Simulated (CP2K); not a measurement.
**Convergence study of the cutoff of the density grid for ZnSe (R3m, 2 atoms in the cell)**

```
CELL_PARAMETERS angstrom
      3.98925     0.00000     0.00000
      1.99462     3.45479     0.00000
      1.99462     1.15160     3.25721
ATOMIC_POSITIONS crystal
  Zn 0.00512 0.00512 0.00512
  Se 0.25000 0.25000 0.25000
```

Computed with LDA (Pade form), GPW, DZVP-MOLOPT-SR-GTH basis, GTH-PADE potentials (GTH_POTENTIALS) run with CP2K 2026.2.

Base settings: CUTOFF = 600 Ry; REL_CUTOFF = 50 Ry; SMEAR/METHOD = FERMI_DIRAC; ELECTRONIC_TEMPERATURE = 116.05 K; KPOINTS/SCHEME = MONKHORST-PACK 3 3 3; XC_FUNCTIONAL = PADE; Zn/BASIS_SET = DZVP-MOLOPT-SR-GTH-q12; Zn/POTENTIAL = GTH-PADE-q12; Se/BASIS_SET = DZVP-MOLOPT-SR-GTH-q6; Se/POTENTIAL = GTH-PADE-q6.

The mesh stays at the base's, so the ladder's end is converged at best in this setting alone.

Only quantities that move along the ladder and can be compared are tabulated; the gap is left out on so coarse a mesh.

The starting cell has typed, rounded lattice constants, without a prior relaxation at this level. Its lattice was rescaled by up to half a per cent. One atom was moved a little off its site on purpose. Values carry the incompleteness of an atom-centred basis.

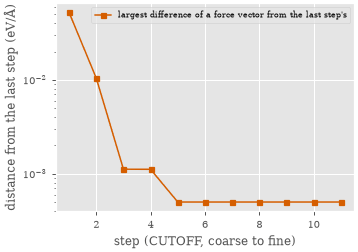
Figure. Distance from the last step along the ladder; very small values are drawn at a floor.

| CUTOFF | largest difference of a force vector from the last step's (eV/Å) |
|---|---|
| 210 Ry | 0.052 |
| 270 Ry | 0.010 |
| 300 Ry | 0.001 |
| 360 Ry | 0.001 |
| 480 Ry | 0.000 |
| 600 Ry | 0.000 |
| 660 Ry | 0.000 |
| 810 Ry | 0.000 |
| 900 Ry | 0.000 |
| 1050 Ry | 0.000 |
| 1200 Ry | 0.000 |
| 1440 Ry | 0.000 |

Coarsest CUTOFF that holds the forces within 0.02 eV/Å of the last step, with all finer ones: 270 Ry; the step before is off by 0.052 eV/Å.

Left out of this page: 5 runs of the series outside the window shown, repeating another row's setting, or not comparable.
